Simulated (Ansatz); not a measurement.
**Ca3SiS in Imma, a phase reached by a soft mode: a soft mode frozen in**

Aim: this structure of Ca3SiS in Imma, a phase reached by a soft mode is to be tested for unstable modes, and one is followed downhill.

Program: Ansatz 0.2.0. Level of theory: DFT PBEsol, scalar-relativistic, plane waves, PAW; PAW set soft_1. Results are calculated unless marked as measured.

The structure was built from a prototype and need not be the compound's stable phase.

### Step 1. Set-up

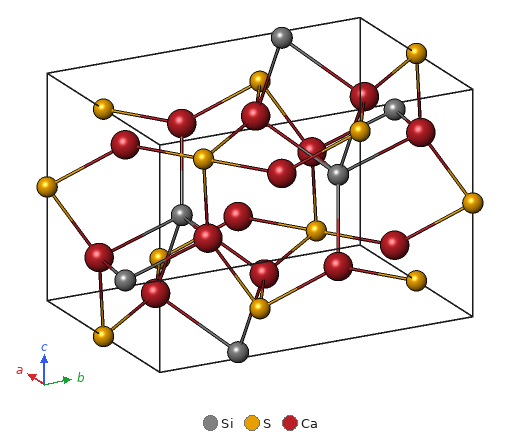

The starting structure, seen from a free direction (silicon grey, sulfur orange, calcium red). This picture shows the conventional cell, with its axes. Some periodic images of atoms are drawn too.

As a file:

```cif
data_structure
_symmetry_space_group_name_H-M 'Imma'
_symmetry_Int_Tables_number 74
_cell_length_a 7.2022
_cell_length_b 10.5633
_cell_length_c 7.2043
_cell_angle_alpha 90.000
_cell_angle_beta 90.000
_cell_angle_gamma 90.000
_cell_volume 548.10
loop_
_atom_site_label
_atom_site_type_symbol
_atom_site_symmetry_multiplicity
_atom_site_Wyckoff_symbol
_atom_site_fract_x
_atom_site_fract_y
_atom_site_fract_z
_atom_site_occupancy
Si1 Si 4 e 0.50000 0.25000 0.47248 1
S1 S 4 b 0.00000 0.00000 0.50000 1
Ca1 Ca 4 e 0.50000 0.25000 0.87574 1
Ca2 Ca 8 g 0.75000 0.07621 0.25000 1
```

### Step 2. Modes at Γ

This phase was reached earlier by freezing in an unstable mode of a structure of higher symmetry and relaxing. Its zone-centre modes can show that it is still unstable.

input.yaml reads:

```yaml
crystal:
  lattice:
    - [-3.6010874236, 5.2816622177, 3.6021629957]
    - [3.6010874236, -5.2816622177, 3.6021629957]
    - [3.6010874236, 5.2816622177, -3.6021629957]
  atoms:
    - { symbol: Si, position: [0.7224785044, 0.9724785044, 0.75] }
    - { symbol: Si, position: [0.2775214956, 0.0275214956, 0.25] }
    - { symbol: S, position: [0.5, 0.5, 0.0] }
    - { symbol: S, position: [0.0, 0.5, 0.5] }
    - { symbol: Ca, position: [0.1257410384, 0.3757410384, 0.75] }
    - { symbol: Ca, position: [0.8742589616, 0.6242589616, 0.25] }
    - { symbol: Ca, position: [0.3262097198, 0.0, 0.8262097198] }
    - { symbol: Ca, position: [0.6737902802, 0.0, 0.1737902802] }
    - { symbol: Ca, position: [0.3262097198, 0.5, 0.3262097198] }
    - { symbol: Ca, position: [0.6737902802, 0.5, 0.6737902802] }
kpoints:
  mp_grid: { grid: [6, 6, 6] }
hamiltonian:
  xc: pbesol
  pseudopotentials: { kind: paw, azcp: { folder: soft_1 }, xc_functional: pbe }
scf:
  occupations: { method: fixed }
output:
  eigenvalues: true
phonons:
  method: dfpt
  dielectric: true
  rigid_motions: translations
```

Run with:

```bash
$ ansatz run input.yaml --threads 8 --pin off --max-ram 16384MiB --backend cpu --events-out ev --progress --plain --runs-dir out
```

Numbers of over 12 decimals in the logs are rounded to 6 here.

What it wrote:

```text
Engine: ansatz 0.2.0, aarch64-unknown-linux-gnu
Pseudopotentials: kind: paw
Pseudopotential: Si, paw, valence charge 4, recommended cutoff 420 eV (normal), soft_1/Si.paw.azcp
Pseudopotential: S, paw, valence charge 6, recommended cutoff 420 eV (normal), soft_1/S.paw.azcp
Pseudopotential: Ca, paw, valence charge 10, recommended cutoff 420 eV (normal), soft_1/Ca.paw.azcp
Functional definition: PBEsol
  exchange = pbesol_x
  correlation = pbesol_c
Crystal: 10 atoms, lattice volume = 274.049 Å³
Basis set: ecut = 420 eV, 5297 PW (Γ), exchange–correlation on 100×100×100 points (8 copies of the dense FFT grid, shifted against one another)
Bands: 50, of which v1, the nominal top of the filled ones, is band 40 counted from 1 (39 counted from 0)
Symmetry: 8 space group operations
k-points: 112 of 216 (irreducible under 1 space group operation, time reversal used)
Non-local potential: Si, projectors of the file, l = 0: 2, l = 1: 2, l = 2: 1
Non-local potential: S, projectors of the file, l = 0: 2, l = 1: 2, l = 2: 1
Non-local potential: Ca, projectors of the file, l = 0: 3, l = 1: 2, l = 2: 2
PAW form: soft (Blöchl's): semilocal exchange-correlation on the pseudo side does not see the compensation charge
PAW frozen core: Si, regenerated for the run's functional, and the local potential with it (the file was generated under x = pbe(κ = 0.804, μ = 0.219515), c = pbe(β = 0.066725))
PAW frozen core: S, regenerated for the run's functional, and the local potential with it (the file was generated under x = pbe(κ = 0.804, μ = 0.219515), c = pbe(β = 0.066725))
PAW frozen core: Ca, regenerated for the run's functional, and the local potential with it (the file was generated under x = pbe(κ = 0.804, μ = 0.219515), c = pbe(β = 0.066725))
PAW one-centre angular grid: Si, 110 points (default); XC on 64 Gauss nodes
PAW one-centre angular grid: S, 110 points (default); XC on 64 Gauss nodes
PAW one-centre angular grid: Ca, 110 points (default); XC on 64 Gauss nodes
Initial density: superposition of atomic densities (chi_scale 0.1, normalization cell, long waves kept (reshape's long-wave potential 0.01 eV rms))
Initial wavefunctions: pseudopotential atomic-orbital guess
Functional: x = pbesol(κ = 0.804, μ = 0.123457), c = pbesol(β = 0.046)
SCF iter   1: F=—  HF=-13787.499844 eV  |F-HF|=—  |Δ(HF+E_count)|=         —  Δρ=3.23e-2  dr2=7.61e0  ethr=3.10e-3  ⟨swp⟩=6.4  Hψ=20843  notcnv=0  defer=675
preconditioner: auto → Resta (q_TF=auto, 2.222 Å⁻¹)  ε∞=5.7  [insulator: Δε(μ)=0.841 eV  Ē_g=5.830 eV  n_scr=58 (ndim 8)  ℏωp=12.7 eV  f_vac=0.000  ε∞_Penn≈5.7]
SCF iter   2: F=—  HF=-13785.743183 eV  |F-HF|=—  |Δ(HF+E_count)|=    1.76e0  Δρ=1.49e-2  dr2=1.46e0  ethr=3.10e-3  ⟨swp⟩=4.0  Hψ=11789  notcnv=0  defer=703
SCF iter   3: F=—  HF=-13785.420977 eV  |F-HF|=—  |Δ(HF+E_count)|=   3.22e-1  Δρ=4.92e-3  dr2=1.01e-1  ethr=1.83e-3  ⟨swp⟩=2.8  Hψ=8597  notcnv=0  defer=779
SCF iter   4: F=—  HF=-13785.417840 eV  |F-HF|=—  |Δ(HF+E_count)|=   3.14e-3  Δρ=9.38e-4  dr2=4.23e-3  ethr=1.27e-4  ⟨swp⟩=3.5  Hψ=8316  notcnv=0  defer=890
SCF iter   5: F=—  HF=-13785.418213 eV  |F-HF|=—  |Δ(HF+E_count)|=   3.73e-4  Δρ=2.88e-4  dr2=2.24e-4  ethr=5.28e-6  ⟨swp⟩=2.1  Hψ=7449  notcnv=0  defer=896
SCF iter   6: F=—  HF=-13785.418298 eV  |F-HF|=—  |Δ(HF+E_count)|=   8.48e-5  Δρ=6.24e-5  dr2=1.92e-5  ethr=2.80e-7  ⟨swp⟩=2.2  Hψ=7472  notcnv=0  defer=896
SCF iter   7: F=—  HF=-13785.418296 eV  |F-HF|=—  |Δ(HF+E_count)|=   1.92e-6  Δρ=1.94e-5  dr2=1.56e-6  ethr=2.40e-8  ⟨swp⟩=2.0  Hψ=9176  notcnv=0  defer=827
SCF iter   8: F=—  HF=-13785.418109 eV  |F-HF|=—  |Δ(HF+E_count)|=   1.87e-4  Δρ=4.04e-6  dr2=6.07e-8  ethr=1.95e-9  ⟨swp⟩=2.0  Hψ=7226  notcnv=0  defer=711
SCF iter   9: F=—  HF=-13785.418109 eV  |F-HF|=—  |Δ(HF+E_count)|=   3.25e-9  Δρ=1.29e-6  dr2=4.30e-9  ethr=7.59e-11  ⟨swp⟩=2.0  Hψ=9162  notcnv=0  defer=711
SCF iter  10: F=—  HF=-13785.418109 eV  |F-HF|=—  |Δ(HF+E_count)|=  5.31e-10  Δρ=2.50e-7  dr2=2.11e-10  ethr=5.37e-12  ⟨swp⟩=2.0  Hψ=9109  notcnv=0  defer=711
SCF iter  11: F=-13785.418109 eV  HF=-13785.418109 eV  |F-HF|=1.82e-12  |Δ(HF+E_count)|=  4.91e-11  Δρ=6.43e-8  dr2=1.83e-11  ethr=1.00e-12  ⟨swp⟩=22.9  Hψ=43859  notcnv=0
SCF 1 converged in 11 iterations: F = -13785.418109 eV  dr2 = 1.83e-11
  greatest PAW one-centre occupation: 0.995 electrons in one spin orbital (limit 2), on the Ca atom at site 9 (counted from 0), in its partial waves of l = 0
NSCF: frozen V_eff on 5 k-points
DFPT response loops at Γ: preconditioner auto → Resta (q_TF=auto, 2.222 Å⁻¹)  ε∞=10.0 (no band partly filled); β = 1.00, the filter's whole step (`scf.mixing.beta` (0.50) is not read by the response loops at its default; to damp them type it under 1.00, their step now; it binds the ground state too); Broyden in place of MSR1
── the response to a field inside a basis, on 6×6×6 k-points: an SCF that follows is theirs, and a resumed run solves both again ──
Bands: 41, of which v1, the nominal top of the filled ones, is band 40 counted from 1 (39 counted from 0)
k-points: 45 of 216
Initial density: handed on by an earlier stage of this run
Initial wavefunctions: pseudopotential atomic-orbital guess (no wavefunctions were taken with the density)
Eigensolver: Dense (45 Hₖ)
SCF iter   1: F=—  HF=-13785.303416 eV  |F-HF|=—  |Δ(HF+E_count)|=         —  Δρ=1.94e-4  dr2=3.96e-5  ethr=1.00e-1
preconditioner: auto → Resta (q_TF=auto, 2.222 Å⁻¹)  ε∞=9.3  [insulator: Δε(μ)=0.712 eV  Ē_g=4.122 eV  n_scr=58 (ndim 8)  ℏωp=11.9 eV  f_vac=0.000  ε∞_Penn≈9.3]
SCF iter   2: F=—  HF=-13785.303425 eV  |F-HF|=—  |Δ(HF+E_count)|=   8.95e-6  Δρ=1.08e-4  dr2=1.44e-5  ethr=4.95e-8
SCF iter   3: F=—  HF=-13785.303430 eV  |F-HF|=—  |Δ(HF+E_count)|=   4.70e-6  Δρ=9.59e-6  dr2=3.86e-7  ethr=1.81e-8
SCF iter   4: F=-13785.303430 eV  HF=-13785.303430 eV  |F-HF|=1.62e-9  |Δ(HF+E_count)|=   1.98e-8  Δρ=2.50e-6  dr2=2.57e-8  ethr=4.83e-10
SCF 1 converged in 4 iterations: F = -13785.303430 eV  dr2 = 2.57e-8
DFPT response loops at Γ: preconditioner auto → Resta (q_TF=auto, 2.222 Å⁻¹)  ε∞=9.2 (no band partly filled); β = 1.00, the filter's whole step (`scf.mixing.beta` (0.50) is not read by the response loops at its default; to damp them type it under 1.00, their step now; it binds the ground state too); Broyden in place of MSR1
WARN: field response: ε∞ stands inside a basis, on 6×6×6 points; the force constants stand on the 6×6×6 k-mesh, whose period is 11.64 times the interband length at k = (0.0000, 0.0000, 0.0000), direct gap 0.909 eV, under 14: take them and everything formed from them as unconverged, and compare with a denser kpoints.mp_grid
SCF converged after 11 iterations
Free energy (F): -13785.418109 eV
Harris-Foulkes:  -13785.418109 eV  (|F-HF|=1.82e-12)
Internal energy: -13785.418109 eV  (E = F + TS)
E sigma→0 (E₀):  -13785.418109 eV
Fermi energy:    6.405375 eV
--- Per-component energies (eV) ---
  E_band       = -910.099190
  E_kinetic    = 1817.409178
  E_local      = -5271.899991  (includes V_loc(G=0)·N_el)
  E_nonlocal   = 660.917967
  E_hartree    = 1774.424867
  E_xc         = -1047.626876
  E_vxc        = -1208.996844  (∫ρ·V_xc dr)
  E_paw        = -7241.485201  (= ΣΔE_a)
  E_vpaw       = -456.379350  (= ΣTr[D̂ρ^β])
  E_aug_tail   = 0.000050  (compensation charges beyond the density's cutoff)
  E_ewald      = -4478.057891
  E_core_change = 0.899787  (= ΣΔE_core)
  E_smearing   = -0.000000  (= −TS)
  E_closure    = 0.000000  (closes the sum)
  Σ components = -13785.418109   (vs F -13785.418109, Δ=0.00e0)
--- Band table (eV; the first three rows and the last of 112) ---
  k-point 0: bands = [... 36 lower, 5.4991, 6.0338, 6.1025, 6.1573, 7.0667, 7.2054, 7.4923, 7.8446, ... 6 higher]
  k-point 1: bands = [... 36 lower, 5.4979, 5.6868, 5.9441, 5.9973, 7.3590, 7.3863, 7.7223, 7.7270, ... 6 higher]
  k-point 2: bands = [... 36 lower, 5.3447, 5.4794, 5.7209, 5.7432, 7.5531, 7.7112, 7.8552, 7.8989, ... 6 higher]
  k-point 111: bands = [... 36 lower, 5.2553, 5.5924, 5.6747, 6.4054, 7.0061, 7.3047, 7.6102, 7.9264, ... 6 higher]
--- Phonons (Γ-DFPT): 12 representative perturbations + reference, on 112 of 216 k-points (Σ response iterations 42) ---
  k mesh reduced under 1 symmetry operation, with k and −k counted as one. Each operation leaves every solved perturbation unchanged. A smaller set is not considered because the run solves the response to a homogeneous field
  ASR residual: 9.577e-5 → 0.000e0 eV/Å²; symmetrization residual: 2.093e-5 eV/Å²
  ASR residual per site (eV/Å²): 6.01e-5 6.01e-5 1.57e-5 1.57e-5 9.58e-5 9.58e-5 8.96e-5 8.96e-5 8.96e-5 8.96e-5
  Γ frequencies (cm⁻¹): -49.74 0.00 0.00 0.00 60.84 79.96 107.53 132.92 137.69 141.85 142.91 150.96 163.05 167.25 174.57 178.06 181.70 185.03 188.42 191.74 214.23 229.39 238.27 243.38 249.99 271.15 296.47 301.45 324.86 345.73
  ε∞ (high-frequency dielectric tensor):
       11.887725     0.000000     0.000000
        0.000000    11.292525     0.000000
        0.000000     0.000000    11.687246
  softest optical mode at Γ: -49.74 cm⁻¹; the repairs (sum rule, projections) moved no ω² at Γ by more than (2.61 cm⁻¹)²
  Born effective charges Z* (e; rows j = field, columns β = displacement):
    site 0:
        -3.61498    0.00000    0.00000
        -0.00000   -3.00741    0.00000
        -0.00000    0.00000   -3.73183
    site 1:
        -3.61498    0.00000    0.00000
        -0.00000   -3.00741    0.00000
        -0.00000    0.00000   -3.73183
    site 2:
        -2.82170    0.00000    0.00000
        -0.00000   -2.83662   -0.14077
        -0.00000    0.68179   -2.66320
    site 3:
        -2.82170    0.00000    0.00000
        -0.00000   -2.83662    0.14077
        -0.00000   -0.68179   -2.66320
    site 4:
         2.19811    0.00000    0.00000
        -0.00000    1.66062    0.00000
        -0.00000    0.00000    2.45684
    site 5:
         2.19811    0.00000    0.00000
        -0.00000    1.66062    0.00000
        -0.00000    0.00000    2.45684
    site 6:
         2.11929    0.00000   -0.37000
         0.00000    2.09171    0.00000
        -0.38032    0.00000    1.96909
    site 7:
         2.11929   -0.00000   -0.37000
         0.00000    2.09171    0.00000
        -0.38032    0.00000    1.96909
    site 8:
         2.11929    0.00000    0.37000
        -0.00000    2.09171    0.00000
         0.38032    0.00000    1.96909
    site 9:
         2.11929    0.00000    0.37000
        -0.00000    2.09171    0.00000
         0.38032    0.00000    1.96909
  Z* charge neutrality: 6.806e-2 e pre-enforcement
  solved inside a basis spanned on kpoints, on 6×6×6 k-points, its susceptibility summed on 10×12×10: ε∞ is read to err by 5.1e-2, Z* by 5.6e-2 e (field_mesh: kpoints solves on kpoints); Z* is corrected for what the basis lacks
  optical modes at Γ without the LO–TO term, one row a degenerate level:
      ω (cm⁻¹)  modes    IR ((D/Å)²/amu)
        -49.74      1             8.1566
         60.84      1             0.0000
         79.96      1             0.0000
        107.53      1             0.0000
        132.92      1             3.0759
        137.69      1             8.8733
        141.85      1             0.0000
[...]
optical modes at Γ + LO–TO along q̂ = [1.0000, 0.0000, 0.0000]:
      ω (cm⁻¹)  modes    IR ((D/Å)²/amu)
[...]
optical modes at Γ + LO–TO along q̂ = [0.0000, 1.0000, 0.0000]:
      ω (cm⁻¹)  modes    IR ((D/Å)²/amu)
[...]
optical modes at Γ + LO–TO along q̂ = [0.0000, 0.0000, 1.0000]:
      ω (cm⁻¹)  modes    IR ((D/Å)²/amu)
[...]
188.42      1             0.0000
        191.74      1             0.0000
        215.90      1             0.3122
        229.39      1             0.0000
        243.38      1             0.0000
        249.99      1             6.0773
        271.15      1             0.0000
        281.06      1            28.0799
        296.47      1             5.8897
        301.45      1             0.0000
        324.86      1            13.0705
        359.19      1            20.9278
```

Wall time 7.1 min (8 threads of Arm Neoverse V2, shared host); peak memory 6.5 GiB.

This step gave:

- gap on the k-mesh: 0.6007 eV
- volume per atom: 27.40 Å³
- sum-rule residual before enforcement: 9.58e-5 eV/Å²
- miss of the charge sum rule: 0.06806 e
- estimated error of the dielectric tensor: 0.05149
- estimated error of the Born charges: 0.05625 e
- point group: mmm
- highest optical mode at the zone centre (no LO-TO term): 345.7 cm⁻¹
- lowest optical zone-centre mode: -49.74 cm⁻¹
- mean high-frequency dielectric constant: 11.62
- largest Born charge (third of the trace): -3.451 e
- top of the zone-centre spectrum with the field: 359.2 cm⁻¹

Patterns of degenerate modes are one choice out of their space. Modes at Γ, with each element's share of the kinetic energy (negative means imaginary):

| mode | frequency (cm⁻¹) | symmetry | Si % | S % | Ca % |
| --- | --- | --- | --- | --- | --- |
| 1 | -49.7 | B3u | 19 | 0 | 81 |
| 2 | 0.0 | acoustic | 16 | 18 | 67 |
| 3 | 0.0 | acoustic | 16 | 18 | 67 |
| 4 | 0.0 | acoustic | 16 | 18 | 67 |
| 5 | 60.8 | B2g | 11 | 0 | 89 |
| 6 | 80.0 | B1g | 0 | 0 | 100 |
| 7 | 107.5 | Au | 0 | 7 | 93 |
| 8 | 132.9 | B2u | 4 | 39 | 57 |
| 9 | 137.7 | B3u | 0 | 26 | 74 |
| 10 | 141.8 | B3g | 31 | 0 | 69 |
| 11 | 142.9 | Ag | 7 | 0 | 93 |
| 12 | 151.0 | B1u | 4 | 6 | 90 |
| 13 | 163.1 | B2g | 2 | 0 | 98 |
| 14 | 167.2 | B1u | 12 | 30 | 57 |
| 15 | 174.6 | Ag | 20 | 0 | 80 |
| 16 | 178.1 | B2u | 80 | 0 | 20 |
| 17 | 181.7 | B3u | 65 | 3 | 32 |
| 18 | 185.0 | B3g | 65 | 0 | 35 |
| 19 | 188.4 | B2g | 87 | 0 | 13 |
| 20 | 191.7 | B3g | 5 | 0 | 95 |
| 21 | 214.2 | B1u | 14 | 82 | 4 |
| 22 | 229.4 | B1g | 0 | 0 | 100 |
| 23 | 238.3 | B1u | 54 | 11 | 35 |
| 24 | 243.4 | Ag | 73 | 0 | 27 |
| 25 | 250.0 | B2u | 0 | 50 | 50 |
| 26 | 271.1 | Au | 0 | 93 | 7 |
| 27 | 296.5 | B2u | 0 | 93 | 6 |
| 28 | 301.4 | B3g | 0 | 0 | 100 |
| 29 | 324.9 | B3u | 0 | 53 | 47 |
| 30 | 345.7 | B1u | 0 | 53 | 47 |

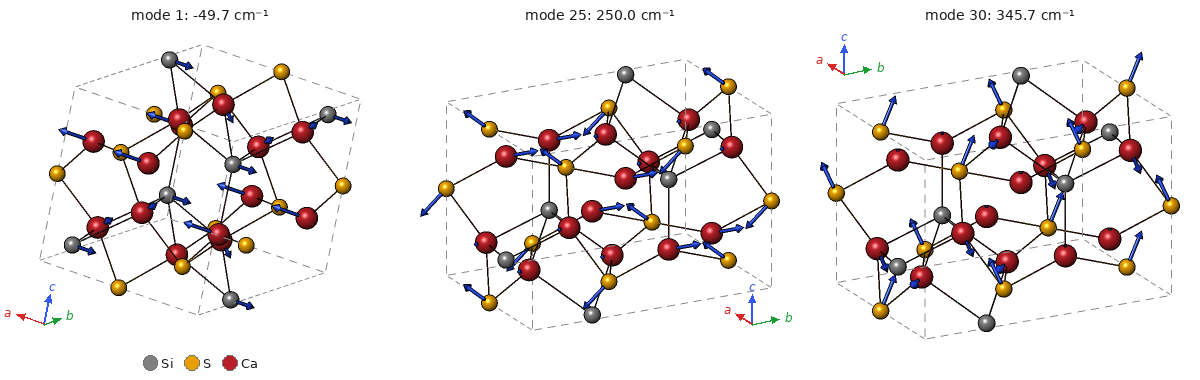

Displacement patterns of modes 1, 25 and 30 at Γ; arrows are exaggerated. Some periodic images of atoms are drawn too.

Before it was imposed, the acoustic sum rule was missed by 9.6e-5 eV/Å² and the charge sum rule by 0.068 e. The charge miss is large and points to the mesh or the basis. The lowest optical mode is imaginary, 49.7i cm⁻¹, so the energy falls along it.

The log warns of the k mesh: “the force constants stand on the 6×6×6 k-mesh, whose period is 11.64 times the interband length at k = (0.0000, 0.0000, 0.0000), direct gap 0.909 eV, under 14: take them and everything formed from them as unconverged”.

### Step 3. The mode frozen in, largest atomic shift 0 Å

The mode followed lies at Γ with frequency 49.7i cm⁻¹, the softest among the wavevectors solved. At small amplitude the distorted cell has space group no. 46 by a symmetry search on the positions. The undistorted cell that holds it gives the zero of energy on the same k mesh.

Edit input.yaml of step 2 so:

```diff
@@ -22,8 +22,6 @@
 scf:
-  occupations: { method: fixed }
+  occupations: { method: gaussian, width: 0.02 }
 output:
+  forces: true
+  stress: true
   eigenvalues: true
-phonons:
-  method: dfpt
-  dielectric: true
-  rigid_motions: translations
```

What it wrote:

```text
[...]
Crystal: 10 atoms, lattice volume = 274.049 Å³
Basis set: ecut = 420 eV, 5297 PW (Γ), exchange–correlation on 100×100×100 points (8 copies of the dense FFT grid, shifted against one another)
Bands: 50, of which v1, the nominal top of the filled ones, is band 40 counted from 1 (39 counted from 0)
Symmetry: 8 space group operations
[...]
k-points: 46 of 216
[...]
k-point 0: bands = [... 36 lower, 5.4991, 6.0338, 6.1025, 6.1572, 7.0667, 7.2054, 7.4923, 7.8446, ... 5 higher]
  k-point 1: bands = [... 36 lower, 5.4979, 5.6867, 5.9441, 5.9972, 7.3590, 7.3863, 7.7223, 7.7270, ... 5 higher]
  k-point 2: bands = [... 36 lower, 5.3446, 5.4794, 5.7209, 5.7432, 7.5531, 7.7112, 7.8552, 7.8989, ... 5 higher]
  k-point 45: bands = [... 36 lower, 5.2553, 5.5924, 5.6746, 6.4054, 7.0061, 7.3047, 7.6102, 7.9264, ... 5 higher]
[key lines of the parts left out:]
SCF converged after 8 iterations
Free energy (F): -13785.418109 eV
Fermi energy:    6.705723 eV
P = ⅓ Tr σ = -0.0009 GPa (-0.009 kbar)
```

Run time: 4.3 s. Hardware: 8 threads; peak memory 1.1 GiB.

This step gave:

* pressure: -9.08e-4 GPa
* energy from the undistorted cell: 0 meV/atom

At this level the gap is 0.60 eV on the k-mesh of the self-consistent run, which can miss the band edges.

### Step 4. The mode frozen in, largest atomic shift 0.32 Å

The atoms are moved along the unstable eigenvector, the largest shift by 0.32 Å, with the cell fixed.

input.yaml, the sections that differ from step 3:

```yaml
crystal:
  lattice:
    - [-3.6010874236, 5.2816622177, 3.6021629957]
    - [3.6010874236, -5.2816622177, 3.6021629957]
    - [3.6010874236, 5.2816622177, -3.6021629957]
  atoms:
    - { symbol: Si, position: [0.7224785044, 0.9432142652, 0.7207357608] }
    - { symbol: Si, position: [0.2775214956, -0.0017427437, 0.2207357608] }
    - { symbol: S, position: [0.5, 0.4989479273, -0.0010520727] }
    - { symbol: S, position: [0.0, 0.4989479273, 0.4989479273] }
    - { symbol: Ca, position: [0.1257410384, 0.420172062, 0.7944310235] }
    - { symbol: Ca, position: [0.8742589616, 0.6686899851, 0.2944310235] }
    - { symbol: Ca, position: [0.3380580755, 0.000307224, 0.8146685882] }
    - { symbol: Ca, position: [0.6856386359, 0.000307224, 0.1622491485] }
    - { symbol: Ca, position: [0.3143613641, 0.4766105127, 0.3146685882] }
    - { symbol: Ca, position: [0.6619419245, 0.4766105127, 0.6622491485] }
# kpoints, hamiltonian, scf, output: as in step 3
```

What it wrote:

```text
[...]
Crystal: 10 atoms, lattice volume = 274.049 Å³
Basis set: ecut = 420 eV, 5297 PW (Γ), exchange–correlation on 100×100×100 points (8 copies of the dense FFT grid, shifted against one another)
Bands: 50, of which v1, the nominal top of the filled ones, is band 40 counted from 1 (39 counted from 0)
Symmetry: 4 space group operations
[...]
k-point 0: bands = [... 36 lower, 5.4851, 5.9949, 6.0947, 6.1101, 7.0775, 7.1600, 7.5128, 8.0014, ... 5 higher]
  k-point 1: bands = [... 36 lower, 5.4894, 5.6701, 5.9532, 5.9593, 7.2702, 7.3567, 7.7273, 7.8669, ... 5 higher]
  k-point 2: bands = [... 36 lower, 5.3392, 5.4743, 5.7157, 5.7345, 7.4334, 7.7133, 7.8682, 7.8692, ... 5 higher]
  k-point 45: bands = [... 36 lower, 5.2485, 5.5644, 5.6895, 6.3233, 6.9741, 7.5004, 7.6250, 7.8740, ... 5 higher]
[key lines of the parts left out:]
SCF converged after 8 iterations
Free energy (F): -13785.443721 eV
Fermi energy:    6.648670 eV
P = ⅓ Tr σ = 0.0689 GPa (0.689 kbar)
```

It took 6.5 s on 8 threads; peak memory 1.1 GiB.

Numbers from this step:

* pressure: 0.06892 GPa
* gap on the k-mesh: 0.6508 eV
* energy from the undistorted cell: -2.561 meV/atom

The energy, extrapolated to zero smearing, is -2.56 meV/atom against the undistorted cell.

The run ends at a pressure of 0.07 GPa, with forces up to 0.11 eV/Å.

(Continued in part 2 of 3.)

[Logs are printed without paths, hosts, clocks, repeated set-up lines and the standing remarks that a program may print on its own settings, such as how far it seeks lower states.]

[Hosts, paths, dates, database ids (printed as entryN), source tags and the programs' standing remarks are cut or masked in the printed files.]
